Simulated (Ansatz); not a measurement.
# One shape, several levels: GeHF3 (SMILES [F][GeH]([F])[F])

Aim: a comparison of 6 runs (HF/STO-3G, HF/3-21G, B2PLYP/aug-cc-pVDZ, RPA@PBE0/aug-cc-pVDZ, MP2/aug-cc-pVDZ, CCSD/aug-cc-pVDZ) of GeHF3. 

The results are computed with Ansatz 0.2.0.

48 further runs of the same task are left out: 48 set aside as unsound or not needed. Runs told in other sessions of the task aren't counted.

## Step 1: The system as given

GeHF3 has 5 atoms, charge 0, and is taken as a singlet. SMILES: `[F][GeH]([F])[F]`. The F1–Ge2 distance was set to 2.561 Å, away from the relaxed value. At this shape a bond of the SMILES string is far longer than usual.

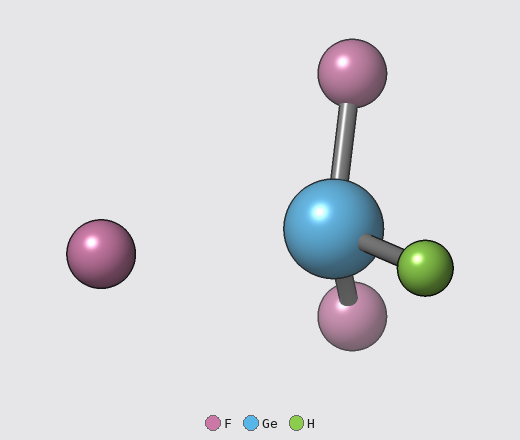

Viewed from a chosen angle; fluorine pink, germanium blue, hydrogen green.

## Step 2: A single-point energy at HF/STO-3G (run 1)

Contents of run.yaml:

```yaml
crystal:
  periodic: [false, false, false]
  atoms:
    - {symbol: F, position_ang: [-0.422508, -1.096816, 2.236183]}
    - {symbol: Ge, position_ang: [0.095600, -0.008700, -0.023300]}
    - {symbol: F, position_ang: [-0.673100, 1.515700, -0.011300]}
    - {symbol: F, position_ang: [-0.708100, -0.944000, -1.204000]}
    - {symbol: H, position_ang: [1.585200, 0.097300, -0.285700]}
basis:
  gaussian: {orbitals: STO-3G}
hamiltonian: {xc: hf}
accuracy: high
output: {orbitals: {seedname: orbitals}}
```

Command:

```
$ ansatz run run.yaml --threads 1 --pin off --max-ram 3480MiB --events-out events.jsonl --progress --plain --runs-dir runs
```

Log:

```text
Warning: RAYON_NUM_THREADS=1 ignored (pool sized by the plan → 1); use --threads N
Functional definition: HF
  name "HF"
  exchange = exact_x
  correlation = 0
555 factors; integrals over basis functions are off by at most 3.2e-8 eV
mean field evaluation 1: about -63838.0111 eV, gradient 2.8e1 eV
mean field evaluation 2: about -63838.0758 eV, gradient 2.8e1 eV
mean field evaluation 4: about -63845.7826 eV, gradient 3.1e0 eV
mean field evaluation 8: about -63845.8457 eV, gradient 6.8e-2 eV
mean field evaluation 16: about -63834.9803 eV, gradient 1.3e1 eV
mean field -63845.84576934 eV, -2346.2915557548 hartree, gradient 8.4e-9 eV, S^2 0.000000; 0 other end points of the search recorded, 0 dependent functions left out
reference -63845.84576934 eV, -2346.2915557548 hartree; 30, 30 occupied and 4, 4 virtual orbitals, 555 factors
Total energy: -63845.84576934 eV, -2346.2915557548 hartree
```

It took 0.36 s on 1 thread of Arm Neoverse V1, shared host.

## Step 3: The energy at HF/3-21G (run 2)

Contents of job.yaml:

```yaml
crystal:
  periodic: [false, false, false]
  atoms:
    - {symbol: F, position_ang: [-0.422508, -1.096816, 2.236183]}
    - {symbol: Ge, position_ang: [0.095600, -0.008700, -0.023300]}
    - {symbol: F, position_ang: [-0.673100, 1.515700, -0.011300]}
    - {symbol: F, position_ang: [-0.708100, -0.944000, -1.204000]}
    - {symbol: H, position_ang: [1.585200, 0.097300, -0.285700]}
basis:
  gaussian:
    orbitals: 3-21G-spherical.json
hamiltonian:
  xc: hf
accuracy: high
output: {orbitals: {seedname: orbitals}}
```

The basis set 3-21G is read from a file made from the Basis Set Exchange's data (not shown).

Command:

```
$ ansatz run job.yaml --threads 1 --pin off --max-ram 3480MiB --events-out events.jsonl --progress --plain --runs-dir runs
```

Log:

```text
Warning: RAYON_NUM_THREADS=1 ignored (pool sized by the plan → 1); use --threads N
[... 4 set-up lines as earlier in the session ...]
866 factors; integrals over basis functions are off by at most 6.8e-9 eV
mean field evaluation 1: about -64284.2580 eV, gradient 4.9e1 eV
mean field evaluation 2: about -64284.3855 eV, gradient 4.9e1 eV
mean field evaluation 4: about -64289.7031 eV, gradient 4.7e0 eV
mean field evaluation 8: about -64289.8152 eV, gradient 8.3e-1 eV
mean field evaluation 16: about -64289.8178 eV, gradient 2.8e-8 eV
mean field -64289.81782125 eV, -2362.6072277274 hartree, gradient 2.4e-8 eV, S^2 0.000000; 0 other end points of the search recorded, 0 dependent functions left out
reference -64289.81782125 eV, -2362.6072277274 hartree; 30, 30 occupied and 21, 21 virtual orbitals, 866 factors
Total energy: -64289.81782125 eV, -2362.6072277274 hartree
```

Run time: 0.6 s. Hardware: 1 thread of Arm Neoverse V1, shared host; peak memory 0.11 GiB.

Runs 3 to 5 aren't shown in full; the table further down has their settings and results.

## Step 4: A single-point energy at CCSD/aug-cc-pVDZ (run 6)

Contents of input.yaml:

```yaml
crystal:
  periodic: [false, false, false]
  atoms:
    - {symbol: F, position_ang: [-0.422508, -1.096816, 2.236183]}
    - {symbol: Ge, position_ang: [0.095600, -0.008700, -0.023300]}
    - {symbol: F, position_ang: [-0.673100, 1.515700, -0.011300]}
    - {symbol: F, position_ang: [-0.708100, -0.944000, -1.204000]}
    - {symbol: H, position_ang: [1.585200, 0.097300, -0.285700]}
basis:
  gaussian: {orbitals: aug-cc-pVDZ}
correlation: {method: ccsd, frozen_orbitals: {F: 1, Ge: 9, H: 0}}
accuracy: high
scf: {omitted_lower_state_checks: [cluster_reference, increment]}
```

Command:

```
$ ansatz run input.yaml --threads 1 --pin off --max-ram 3480MiB --events-out events.jsonl --progress --plain --runs-dir runs
```

Log:

```text
Warning: RAYON_NUM_THREADS=1 ignored (pool sized by the plan → 1); use --threads N
[... 12 lines left out ...]
12 core orbitals not correlated: weight in the atoms' cores, before any rotation towards them, 1.000 or more for the frozen orbitals, at most 0.000 for the correlated occupied ones
[... 29 lines left out ...]
Total energy: -64627.56915282 eV, -2375.0193602263 hartree
Checks for a lower state left out: cluster_reference, increment
```

It took 67 s on 1 thread of Arm Neoverse V1, shared host; peak memory 1 GiB.

## Step 5: The series

```
run                 level  frozen core orbitals   energy (Eh)  wall time
  1             HF/STO-3G                     –  -2346.291556     0.36 s
  2              HF/3-21G                     –  -2362.607228      0.6 s
  3    B2PLYP/aug-cc-pVDZ                    12  -2376.544653       22 s
  4  RPA@PBE0/aug-cc-pVDZ                    12  -2375.254430       26 s
  5       MP2/aug-cc-pVDZ                    12  -2375.016609      8.4 s
  6      CCSD/aug-cc-pVDZ                    12  -2375.019360       67 s
```

## Step 6: What came out

| quantity | value |
| --- | --- |
| run 6: total energy | -2375.01936 Eh |
| run 6: correlation energy (12 core orbitals frozen) | -769.9 mEh |
| run 6: T1 diagnostic | 0.021 |

In words: Over runs 1, 2, 3 the HOMO–LUMO gap runs from 7.92 eV (B2PLYP/aug-cc-pVDZ) to 11.75 eV (HF/3-21G). The two ends differ in method and basis. A double hybrid's value is that of its SCF part. In runs 3, 5, 6 the log says that unrestricted orbitals would lower the reference, so the values rest on an unstable closed-shell determinant (other closed-shell runs at this shape may share the fault). In run 1 the basis is minimal, so the values are rough. In runs 1, 2, 3, 5, 6 a closed-shell determinant meets a far-stretched bond; if it breaks into open shells, such a determinant describes it badly, and no broken-symmetry solution was shown. All runs together took 2.1 min, the longest 67 s.
